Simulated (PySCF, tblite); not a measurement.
# C7H8NO radical: geometry, infrared bands and EPR parameters

Wanted: the infrared bands and EPR parameters of C7H8NO radical (`C#C[C@@H]1[CH][C@H](NC=O)C1`), by calculation.

Computed with tblite 0.8.0 and PySCF 2.14.0, with density-fitted response routines of our own, on a single molecule in the gas phase. Atoms count from 0, in the outputs and in this text.

### Step 1. The molecule as given

17 atoms, charge 0, multiplicity 2; geometry from: force field or distance geometry start.

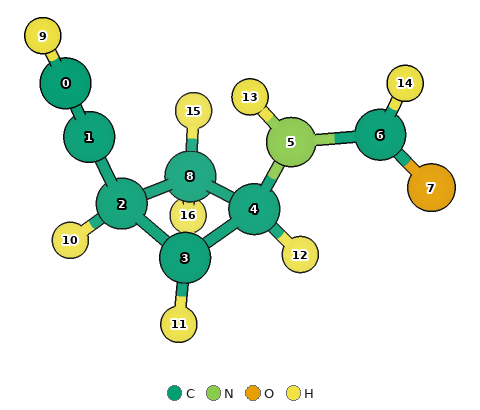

The starting geometry (carbon teal, nitrogen green, oxygen amber, hydrogen yellow), atoms numbered.

### Step 2. Optimising the geometry with GFN2-xTB

The job: settings as JSON, then the geometry in Å.

```
{"job": {"kind": "relax", "xc": "GFN2-xTB", "basis": "xTB"}, "charge": 0, "multiplicity": 2}
C     -1.439300     2.585300    -0.505400
C     -1.540400     1.423300    -0.231000
C     -1.611600    -0.007000     0.141400
C     -0.780000    -0.283300     1.382400
C      0.318300    -0.810200     0.492000
N      1.376200     0.101100     0.162000
C      2.770200    -0.211900     0.361400
O      3.142000    -1.322800     0.844900
C     -0.683300    -0.883300    -0.614000
H     -1.378400     3.611500    -0.765300
H     -2.669200    -0.386500     0.210600
H     -1.299800    -1.095600     1.980800
H      0.667700    -1.774500     0.909900
H      1.098800     1.041200    -0.238700
H      3.534300     0.514700     0.110000
H     -0.375600    -0.580100    -1.616500
H     -1.136900    -1.909800    -0.685900
```

The run is started by

```bash
OMP_NUM_THREADS=1 python probes_run.py task.json out
```

The driver reads the jobs from task.json and runs them one after another.

Standard output:

```text
step      E/eV     max force
  0    -703.37561    4.162
  1    -703.84738    3.971
  2    -703.96828    2.679
  3    -704.03003    2.504
  4    -704.11331    1.018
  5    -704.16458    0.796
  6    -704.22602    0.557
  7    -704.25051    0.474
  8    -704.26521    0.297
  9    -704.27480    0.286
 10    -704.28414    0.266
 11    -704.29205    0.240
 12    -704.30237    0.355
 13    -704.31490    0.399
 14    -704.32741    0.293
 15    -704.33694    0.253
 16    -704.34439    0.210
 17    -704.35170    0.249
 18    -704.35971    0.307
 19    -704.36777    0.257
 20    -704.37489    0.245
 21    -704.38082    0.222
 22    -704.37794    0.800
 23    -704.38916    0.173
 24    -704.39270    0.130
 25    -704.40220    0.256
 26    -704.40554    0.156
 27    -704.41257    0.219
 28    -704.41541    0.342
 29    -704.41879    0.180
 30    -704.42208    0.173
 31    -704.42785    0.173
 32    -704.42969    0.129
 33    -704.43336    0.247
 34    -704.43579    0.120
 35    -704.43774    0.122
 36    -704.43989    0.109
 37    -704.44174    0.085
 38    -704.44429    0.102
 39    -704.44670    0.146
 40    -704.44820    0.093
 41    -704.44927    0.149
 42    -704.45027    0.087
 43    -704.45254    0.091
 44    -704.45353    0.112
 45    -704.45496    0.095
 46    -704.45611    0.086
 47    -704.45741    0.081
 48    -704.45843    0.080
 49    -704.45934    0.090
 50    -704.46022    0.084
 51    -704.46099    0.071
 52    -704.46153    0.050
 53    -704.46198    0.046
 54    -704.46252    0.048
 55    -704.46319    0.048
 56    -704.46391    0.045
 57    -704.46454    0.054
 58    -704.46514    0.063
 59    -704.46582    0.066
 60    -704.46669    0.066
 61    -704.46778    0.079
 62    -704.46897    0.094
 63    -704.47002    0.077
 64    -704.47082    0.064
 65    -704.47142    0.062
 66    -704.47192    0.057
 67    -704.47239    0.049
 68    -704.47282    0.057
 69    -704.47329    0.059
 70    -704.47392    0.078
 71    -704.47479    0.084
 72    -704.47569    0.071
 73    -704.47639    0.061
 74    -704.47696    0.068
 75    -704.47763    0.075
 76    -704.47853    0.075
 77    -704.47956    0.100
 78    -704.48033    0.110
 79    -704.48090    0.108
 80    -704.48161    0.077
 81    -704.48264    0.103
 82    -704.48388    0.082
 83    -704.48511    0.116
 84    -704.48640    0.085
 85    -704.48758    0.085
 86    -704.48948    0.120
 87    -704.49170    0.187
 88    -704.49396    0.121
 89    -704.49489    0.304
 90    -704.49420    0.405
 91    -704.49659    0.108
 92    -704.49745    0.095
 93    -704.49810    0.105
 94    -704.49964    0.152
 95    -704.50068    0.196
 96    -704.50157    0.054
 97    -704.50216    0.054
 98    -704.50276    0.051
 99    -704.50317    0.053
100    -704.50371    0.054
101    -704.50417    0.055
102    -704.50450    0.041
103    -704.50471    0.035
104    -704.50492    0.039
105    -704.50519    0.031
106    -704.50551    0.053
107    -704.50575    0.029
108    -704.50586    0.022
109    -704.50592    0.021
110    -704.50595    0.010
```

It took 0.58 s on 1 thread of Arm Neoverse V2, shared host.

Along the way: (not every step is listed)

| step | energy from step 0 (eV) | largest force (eV/Å) |
| --- | --- | --- |
| 0 | 0.0000 | 4.1617 |
| 1 | -0.4718 | 3.9709 |
| 2 | -0.5927 | 2.6791 |
| 3 | -0.6544 | 2.5045 |
| 4 | -0.7377 | 1.0176 |
| 5 | -0.7890 | 0.7964 |
| 6 | -0.8504 | 0.5567 |
| 7 | -0.8749 | 0.4739 |
| 8 | -0.8896 | 0.2975 |
| 17 | -0.9761 | 0.2488 |
| 26 | -1.0299 | 0.1559 |
| 35 | -1.0621 | 0.1221 |
| 44 | -1.0779 | 0.1124 |
| 53 | -1.0864 | 0.0464 |
| 62 | -1.0934 | 0.0942 |
| 71 | -1.0992 | 0.0836 |
| 80 | -1.1060 | 0.0766 |
| 89 | -1.1193 | 0.3037 |
| 98 | -1.1271 | 0.0508 |
| 105 | -1.1296 | 0.0313 |
| 106 | -1.1299 | 0.0532 |
| 107 | -1.1301 | 0.0295 |
| 108 | -1.1302 | 0.0216 |
| 109 | -1.1303 | 0.0208 |
| 110 | -1.1303 | 0.0097 |

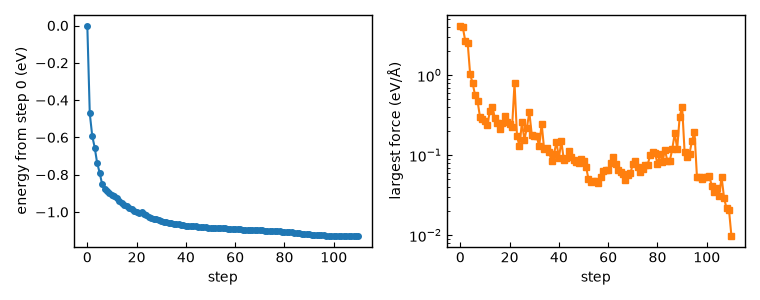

Energy and force, step by step.

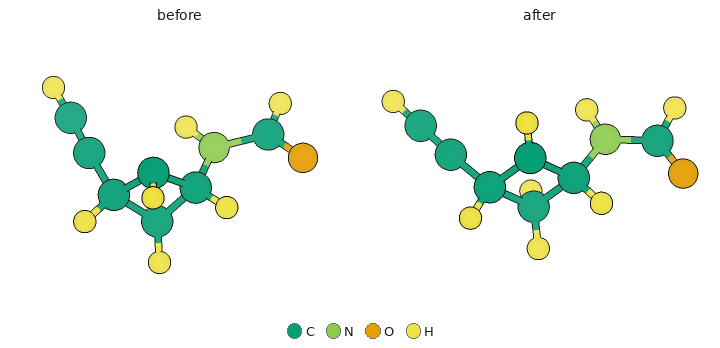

Before and after, at one scale.

Distances of close pairs at the start and the end, largest changes first:

| bond | before (Å) | after (Å) | change (Å) |
| --- | --- | --- | --- |
| N5–C6 | 1.443 | 1.345 | -0.097 |
| C2–C8 | 1.483 | 1.551 | +0.068 |
| C6–O7 | 1.267 | 1.205 | -0.062 |
| C3–H11 | 1.135 | 1.073 | -0.062 |
| C4–C8 | 1.494 | 1.548 | +0.055 |
| N5–H13 | 1.059 | 1.008 | -0.050 |
| C8–H16 | 1.125 | 1.086 | -0.038 |
| C1–C2 | 1.480 | 1.448 | -0.032 |

The final coordinates are the input of the step that follows.

### Step 3. Harmonic vibrations with GFN2-xTB

The job: settings as JSON, then the geometry in Å.

```
{"job": {"kind": "ir", "xc": "GFN2-xTB", "basis": "xTB"}, "charge": 0, "multiplicity": 2}
C     -2.281876     2.458281    -0.529485
C     -2.026689     1.323027    -0.245950
C     -1.633147    -0.021378     0.119318
C     -0.651533    -0.090812     1.245993
C      0.382165    -0.787366     0.442940
N      1.665425    -0.124220     0.334025
C      2.829394    -0.774603     0.511223
O      2.940161    -1.948208     0.760519
C     -0.557649    -0.680865    -0.783076
H     -2.539917     3.441469    -0.788492
H     -2.534390    -0.631457     0.251985
H     -0.550479     0.539310     2.108105
H      0.618138    -1.815943     0.744644
H      1.657151     0.867881     0.153148
H      3.700178    -0.101731     0.397368
H     -0.179931    -0.012578    -1.553744
H     -0.844001    -1.628777    -1.230047
```

Standard output:

```text
mode    cm-1     km/mol
  1      35.2      2.05
  2      45.6      8.69
  3     153.8      5.87
  4     166.3      6.81
  5     208.1     11.33
  6     218.1     15.56
  7     310.2     34.85
  8     388.9     15.75
  9     417.7     14.77
 10     446.6      7.84
 11     485.2      9.93
 12     526.3     54.92
 13     631.5     25.74
 14     658.5     19.71
 15     676.9      1.20
 16     764.6      9.24
 17     875.4      3.20
 18     884.9      1.00
 19     921.4      7.61
 20     998.0      1.19
 21    1028.9      0.04
 22    1038.1      6.13
 23    1049.2      8.25
 24    1091.2      2.68
 25    1129.7      0.44
 26    1141.5      6.23
 27    1167.9      9.21
 28    1193.6      9.20
 29    1196.4      2.25
 30    1220.3     30.76
 31    1252.9     25.32
 32    1267.5     12.21
 33    1369.2      6.07
 34    1397.1    136.77
 35    1455.8      0.79
 36    1765.4    618.66
 37    2276.1     12.28
 38    2766.9    159.56
 39    2882.1     27.20
 40    2888.6      4.20
 41    3023.2     22.21
 42    3029.0     29.28
 43    3141.3     40.18
 44    3394.6      5.31
 45    3444.1      4.01
```

It took 0.45 s on 1 thread of Arm Neoverse V2, shared host.

Which atoms move in the most intense modes:

| cm⁻¹ | km/mol | atoms |
| --- | --- | --- |
| 310 | 34.9 | H11 54 % |
| 526 | 54.9 | H13 85 % |
| 1220 | 30.8 | H12 24 %, H16 21 %, H10 18 % |
| 1397 | 136.8 | N5 30 %, H13 24 %, C6 17 %, H14 13 % |
| 1765 | 618.7 | C6 63 %, O7 34 % |
| 2767 | 159.6 | H14 94 % |
| 3029 | 29.3 | H16 91 % |
| 3141 | 40.2 | H11 92 % |

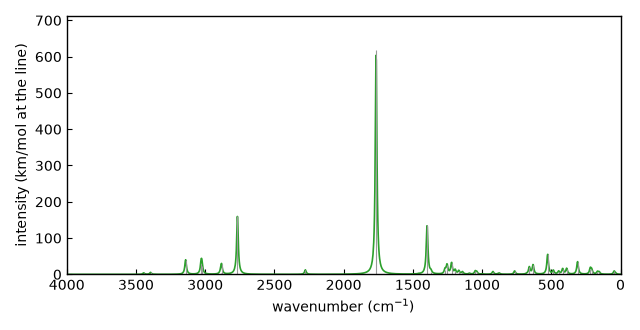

The infrared spectrum from these modes, unscaled. Lines are broadened to a width of 14 cm⁻¹ (Lorentzian).

### Step 4. g tensor and hyperfine couplings: B3LYP/pcH-1

Settings changed since step 3:

```diff
@@ -1,2 +1,2 @@
-{"job": {"kind": "ir", "xc": "GFN2-xTB", "basis": "xTB"}, "charge": 0, "multiplicity": 2}
+{"job": {"kind": "epr", "basis": "pcH-1"}, "charge": 0, "multiplicity": 2}
 C     -2.281876     2.458281    -0.529485
```

With the program's defaults for keys left out, this is: UKS B3LYP, pcH-1 on C H N O, non-relativistic, mean-field spin-orbit, GIAO.

Standard output:

```text
UKS, coarse grid
  cycle   1  E = -401.23203372  |g| = 6.62e-01
  cycle   2  E = -400.25274771  |g| = 1.61e+00
  cycle   3  E = -401.38003003  |g| = 2.45e-01
  cycle   4  E = -401.40623226  |g| = 9.95e-02
  cycle   5  E = -401.40972229  |g| = 4.57e-02
  cycle   6  E = -401.41053957  |g| = 1.68e-02
  cycle   7  E = -401.41065549  |g| = 8.06e-03
  cycle   8  E = -401.41068723  |g| = 1.57e-03
  cycle   9  E = -401.41068830  |g| = 8.80e-04
UKS, final grid
  cycle   1  E = -401.41067011  |g| = 1.16e-03
  cycle   2  E = -401.41066940  |g| = 1.70e-03
  cycle   3  E = -401.41067073  |g| = 2.47e-04
  cycle   4  E = -401.41067076  |g| = 6.16e-05
  cycle   5  E = -401.41067076  |g| = 3.78e-05
  cycle   6  E = -401.41067076  |g| = 1.68e-05
E = -401.41067076 Eh   <S^2> = 0.7541 (exact 0.7500)
g shifts (ppm)      1          2          3
  rmc          -154       -154       -154
  gc             15         34         35
  oz_so         -46        489        550
  total        -184        370        431
hyperfine (MHz)  atom isotope    a_iso     a_fc   dipolar eigenvalues
    0   13C       4.60       4.60     -2.62     -0.17      2.79
    1   13C      64.40      64.40     -3.27     -2.33      5.60
    2   13C     -24.82     -24.82     -2.71      0.02      2.69
    3   13C     119.02     119.02    -79.80    -78.63    158.43
    4   13C     -23.72     -23.72     -2.20     -0.30      2.50
    5   14N      16.74      16.74     -1.98     -1.79      3.77
    6   13C      -1.32      -1.32     -0.79     -0.45      1.25
    7   17O      -1.92      -1.92     -5.55      2.33      3.22
    8   13C      23.82      23.82     -2.17     -1.85      4.02
    9    1H      -0.17      -0.17     -1.47     -0.68      2.15
   10    1H     100.88     100.88     -5.25     -4.28      9.53
   11    1H     -59.39     -59.39    -37.40     -1.27     38.67
   12    1H     112.56     112.56     -5.92     -3.15      9.08
   13    1H      -1.93      -1.93     -5.35     -1.78      7.13
   14    1H       8.85       8.85     -1.15     -0.72      1.88
   15    1H      -4.69      -4.69     -2.85     -2.66      5.51
   16    1H       3.43       3.43     -2.53     -2.43      4.96
```

It took 92 s on 1 thread of Arm Neoverse V2, shared host; peak memory 1.1 GiB.

Principal g values 2.00213, 2.00269, 2.00275; g(iso) = 2.00252, against 2.00232 for a free electron.

Hyperfine couplings, nucleus by nucleus at this fixed geometry (no averaging over rotations):

| nuclei | isotope | a(iso) (MHz) | a(iso) (G, at g = 2.0023) | largest dipolar term (MHz) |
| --- | --- | --- | --- | --- |
| C3 | 13C | 119.0 | 42.5 | 158.4 |
| H12 | 1H | 112.6 | 40.2 | 9.1 |
| H10 | 1H | 100.9 | 36.0 | 9.5 |
| C1 | 13C | 64.4 | 23.0 | 5.6 |
| H11 | 1H | -59.4 | -21.2 | 38.7 |
| C2 | 13C | -24.8 | -8.9 | -2.7 |
| C8 | 13C | 23.8 | 8.5 | 4.0 |
| C4 | 13C | -23.7 | -8.5 | 2.5 |
| N5 | 14N | 16.7 | 6.0 | 3.8 |
| H14 | 1H | 8.8 | 3.2 | 1.9 |
| H15 | 1H | -4.7 | -1.7 | 5.5 |
| C0 | 13C | 4.6 | 1.6 | 2.8 |
| H16 | 1H | 3.4 | 1.2 | 5.0 |
| H13 | 1H | -1.9 | -0.7 | 7.1 |

Mulliken spin populations:

C0 0.01; C1 0.02; C2 -0.06; C3 1.00; C4 -0.06; N5 0.02; C6 0.00; O7 0.01; C8 0.01; H9 0.00; H10 0.04; H11 -0.04; H12 0.04; H13 0.00; H14 0.00; H15 0.00; H16 0.00

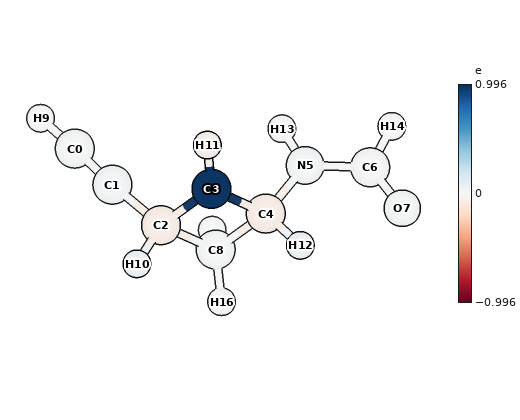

Mulliken spin populations, as colours on the atoms.

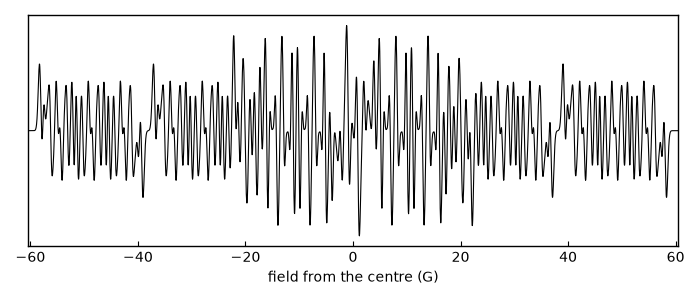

First-order isotropic spectrum (first derivative, main isotopes with spin only, couplings over 0.8 MHz, Gaussian width 0.3 G; couplings of the frozen geometry, rotation of groups not averaged beyond the rows shown).

The fields below are evaluated on a grid from the run's orbitals.

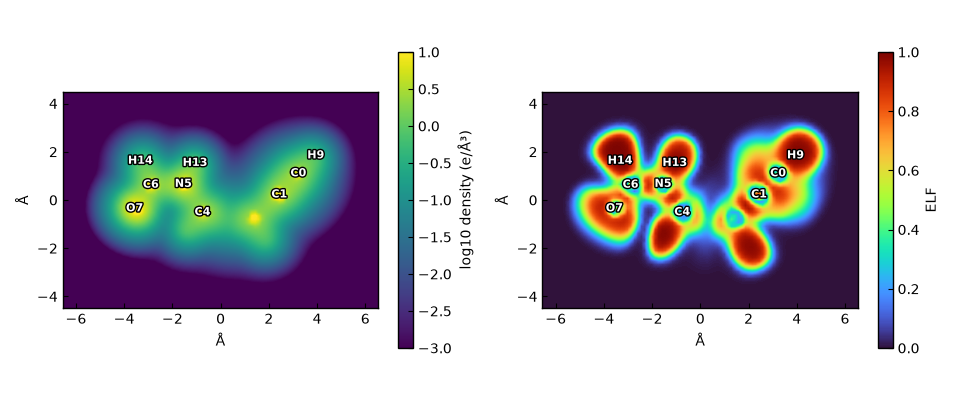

Density (left) and ELF (right) in a plane through or near 9 of the atoms.

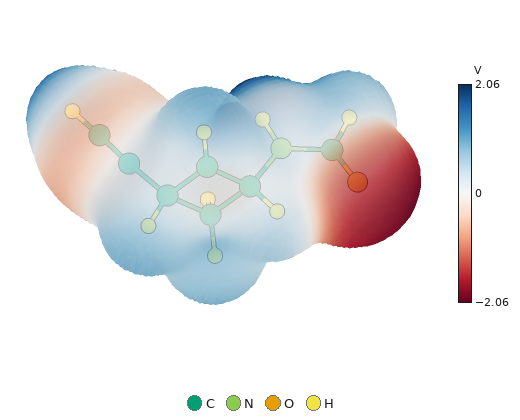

The potential that a unit positive charge feels on the 0.002 e/bohr³ surface, from -1.91 V near O7 to 2.06 V near H13.

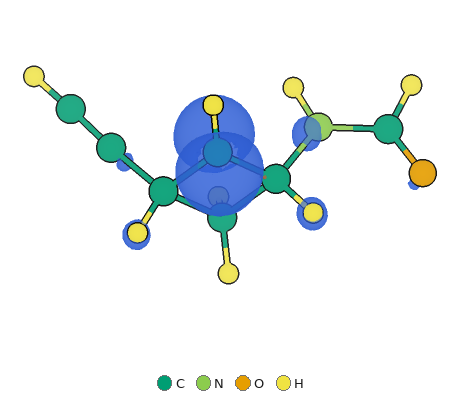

Spin density at ±0.05 e/Å³ (alpha excess blue, beta excess red).

### Step 5. Summary of results

| quantity | value |
| --- | --- |
| strongest single infrared mode (GFN2-xTB) | 1765 cm⁻¹, 619 km/mol |
| zero-point energy (GFN2-xTB) | 80.7 kcal/mol |
| g(iso) (B3LYP) | 2.00252 |
| ⟨S²⟩ | 0.754 (exact 0.75) |
| largest a(iso) | 13C on C3, 119.0 MHz |
| surface potential, least and greatest | -1.91 V and 2.06 V |

What this shows: The optimisation took 110 steps and gained 1.130 eV; among the close pairs (by a distance rule), N5–C6 changed most, from 1.443 to 1.345 Å. All 45 modes are real, so the xTB geometry is a minimum. The strongest single mode, at 1765 cm⁻¹, moves mainly C6 and O7. GFN2-xTB is a fitted tight-binding method: band positions and strengths are rough. Its intensities can rank the bands wrongly. Most of the unpaired spin sits on C3 (1.00 e). The isotropic g lies 0.2 ppt above the free-electron value.
